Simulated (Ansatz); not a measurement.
**SiHF2 (SMILES F[SiH]F) at 6 levels**

Aim: a comparison of 6 runs (UHF/STO-3G, U-r2SCAN/STO-3G, U-r2SCAN0/STO-3G, U-wB97M-V/STO-3G, UBCCD(T)/STO-3G, FCI/STO-3G) of SiHF2. 

Program for the calculation: Ansatz 0.2.0.

66 further runs of the same task are left out: 9 that didn't finish, 57 set aside as unsound or not needed.

**1. Starting point**

SiHF2: 4 atoms, total charge 0, spin state doublet. As SMILES, `F[SiH]F`. The Si2–F1 distance was set to 3.212 Å, away from the relaxed value. At this shape a bond of the SMILES string is far longer than usual.

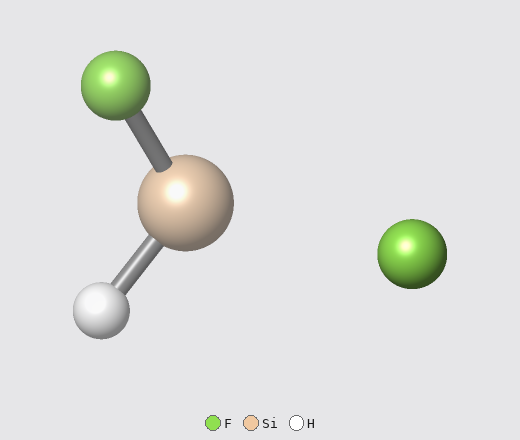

The structure, seen from a chosen angle (fluorine green, silicon light orange, hydrogen white).

**2. A single-point energy at UHF/STO-3G (run 1)**

job.yaml

```yaml
crystal:
  periodic: [false, false, false]
  atoms:
    - {symbol: F, position_ang: [2.481972, 1.648860, -0.519471]}
    - {symbol: Si, position_ang: [-0.028060, -0.342890, -0.301090]}
    - {symbol: F, position_ang: [-1.234200, 0.716240, -0.252780]}
    - {symbol: H, position_ang: [0.035310, -1.026330, 0.964150]}
basis:
  gaussian:
    orbitals: STO-3G
hamiltonian:
  xc: hf
accuracy: high
magnetization:
  spin_polarized: true
  initial_magnetization: 1
```

Launch:

```sh
$ ansatz run job.yaml --threads 1 --pin off --max-ram 2610MiB --events-out events.jsonl --progress --plain --runs-dir runs
```

The log of the run:

```text
Warning: RAYON_NUM_THREADS=1 ignored (pool sized by the plan → 1); use --threads N
Functional definition: HF
  name "HF"
  exchange = exact_x
  correlation = 0
328 factors; integrals over basis functions are off by at most 2.9e-8 eV
mean field evaluation 1: about -13107.0993 eV, gradient 1.4e1 eV
mean field evaluation 2: about -13107.1258 eV, gradient 1.4e1 eV
mean field evaluation 4: about -13108.9111 eV, gradient 6.1e0 eV
mean field evaluation 8: about -13110.6545 eV, gradient 8.2e0 eV
mean field evaluation 16: about -13119.8697 eV, gradient 2.1e-1 eV
mean field evaluation 32: about -13119.8655 eV, gradient 2.2e-2 eV
mean field evaluation 64: about -13119.8337 eV, gradient 4.0e-2 eV
mean field evaluation 96: about -13112.8573 eV, gradient 7.9e0 eV
mean field evaluation 128: about -13119.8409 eV, gradient 5.7e-2 eV
mean field evaluation 160: about -13119.8568 eV, gradient 4.2e-2 eV
mean field evaluation 192: about -13118.4957 eV, gradient 1.3e0 eV
mean field evaluation 224: about -13117.2803 eV, gradient 5.0e0 eV
mean field evaluation 256: about -13110.3958 eV, gradient 7.8e0 eV
mean field -13119.87100464 eV, -482.1463664527 hartree, gradient 1.6e-8 eV, S^2 0.804646; 2 other end points of the search recorded, 0 dependent functions left out
reference -13119.87100464 eV, -482.1463664527 hartree; 17, 16 occupied and 3, 4 virtual orbitals, 328 factors
Total energy: -13119.87100464 eV, -482.1463664527 hartree
```

Wall time 0.36 s (1 thread of Intel Xeon 6975P-C (Granite Rapids), shared host).

**3. The energy at U-r2SCAN/STO-3G (run 2)**

molecule.yaml

```yaml
crystal:
  periodic: [false, false, false]
  atoms:
    - symbol: F
      position_ang: [2.481972, 1.648860, -0.519471]
    - symbol: Si
      position_ang: [-0.028060, -0.342890, -0.301090]
    - symbol: F
      position_ang: [-1.234200, 0.716240, -0.252780]
    - symbol: H
      position_ang: [0.035310, -1.026330, 0.964150]
basis:
  gaussian: {orbitals: STO-3G}
magnetization: {spin_polarized: true, initial_magnetization: 1}
hamiltonian: {xc: {name: r2SCAN}}
accuracy: high
```

Launch:

```sh
$ ansatz run molecule.yaml --threads 1 --pin off --max-ram 2610MiB --events-out events.jsonl --progress --plain --runs-dir runs
```

The log of the run:

```text
Warning: RAYON_NUM_THREADS=1 ignored (pool sized by the plan → 1); use --threads N
Functional definition: r2SCAN
  name "r2SCAN"
  parameter k0 = 0.174
  parameter k1 = 0.065
  parameter a1 = 4.9479
  exchange = r2scan_x(k0 = k0, k1 = k1, a1 = a1)
  correlation = r2scan_c
328 factors; integrals over basis functions are off by at most 2.9e-8 eV
mean field evaluation 1: about -13139.4438 eV, gradient 1.3e1 eV
mean field evaluation 2: about -12775.5029 eV, gradient 1.7e1 eV
mean field evaluation 4: about -13134.9638 eV, gradient 2.7e1 eV
mean field evaluation 8: about -13149.5531 eV, gradient 5.5e0 eV
mean field evaluation 16: about -13150.3153 eV, gradient 5.1e-3 eV
mean field evaluation 32: about -13150.2829 eV, gradient 3.4e-1 eV
mean field -13150.31531273 eV, -483.2651741390 hartree, gradient 2.2e-8 eV, S^2 0.755610; 6 other end points of the search recorded, 0 dependent functions left out
reference -13150.31531327 eV, -483.2651741589 hartree; 17, 16 occupied and 3, 4 virtual orbitals, 328 factors
Total energy: -13150.31531327 eV, -483.2651741589 hartree
```

Wall time 15 s (1 thread of Intel Xeon 6975P-C (Granite Rapids), shared host); peak memory 0.24 GiB.

Runs 3 to 5 aren't shown in full; the table further down has their settings and results.

**4. A single-point energy at FCI/STO-3G (run 6)**

Changes to job.yaml since step 2:

```diff
@@ -10,5 +10,2 @@
     orbitals: STO-3G
-hamiltonian:
-  xc: hf
-accuracy: high
 magnetization:
@@ -16 +13,5 @@
   initial_magnetization: 1
+correlation:
+  method: fci
+  frozen_orbitals: {F: 1, H: 0, Si: 5}
+accuracy: high
```

Launch:

```sh
$ ansatz run job.yaml --threads 1 --pin off --max-ram 2610MiB --events-out events.jsonl --progress --plain --runs-dir runs
```

The log of the run (excerpt; [...] marks lines left out):

```text
Warning: RAYON_NUM_THREADS=1 ignored (pool sized by the plan → 1); use --threads N
[... 2 set-up lines as earlier in the session ...]
[...]
328 factors; integrals over basis functions are off by at most 2.9e-8 eV
[...]
mean field -13119.87100464 eV, -482.1463664527 hartree, gradient 1.6e-8 eV, S^2 0.804646; 11 other end points of the search recorded, 0 dependent functions left out
7 core orbitals not correlated: weight in the atoms' cores, before any rotation towards them, 1.000 or more for the frozen orbitals, at most 0.000 for the correlated occupied ones
reference -13119.86772918 eV, -482.1462460817 hartree; 10, 9 occupied and 3, 4 virtual orbitals, 328 factors
state -13121.84590528 eV, -482.2189427125 hartree
Total energy: -13121.84590528 eV, -482.2189427125 hartree
```

Wall time 3.3 s (1 thread of Intel Xeon 6975P-C (Granite Rapids), shared host); peak memory 0.12 GiB.

**5. All runs side by side**

```tsv
run	level	frozen core orbitals	energy (Eh)	⟨S²⟩	wall time
1	UHF/STO-3G	–	-482.146366	0.805	0.36 s
2	U-r2SCAN/STO-3G	–	-483.265174	0.756	15 s
3	U-r2SCAN0/STO-3G	–	-483.269307	0.752	14 s
4	U-wB97M-V/STO-3G	–	-483.373412	0.750	40 s
5	UBCCD(T)/STO-3G	7	-482.218286	0.805	0.99 s
6	FCI/STO-3G	7	-482.218943	–	3.3 s
```

**6. Outcome**

| quantity | value |
| --- | --- |
| run 6: total energy | -482.21894 Eh |
| run 6: correlation energy (7 core orbitals frozen) | -72.7 mEh |

**Reading.** Against full CI in this basis: UHF +72.6 mEh; UBCCD(T) +0.7 mEh. Totals of different functionals can't be ranked against each other. In runs 1, 2, 3, 4, 5, 6 the basis is minimal, so the values are rough. All runs together took 74 s, the longest 40 s.
